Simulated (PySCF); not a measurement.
Vertical excitations of a molecule CH8FNOSi2 from TDDFT-PBE/def2-SVPD in PySCF, as energy in eV (oscillator strength): 5.61 (0.025), 6.02 (0.011), 6.35 (0.059), 6.58 (0.008), 6.62 (0.019), 6.65 (0.005), 6.98 (0.004), 7.03 (0.010), 7.05 (0.018), 7.15 (0.046). Lowest triplet (TDA): 5.36 eV. Geometry: B3LYP-D3(BJ)/def2-SVP. One conformer was computed; it need not be the lowest.

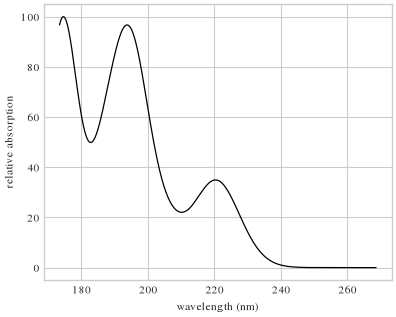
Figure. The lines broadened by 0.4 eV.

**Question.** Which structure fits?
A) CO[SiH2][Si@@H](N)F
B) C[SiH2]O[Si@@H](N)F
C) C[Si@](N)(F)[SiH2]O
D) O[SiH2]N[SiH2]CF

**Answer.** D, O[SiH2]N[SiH2]CF
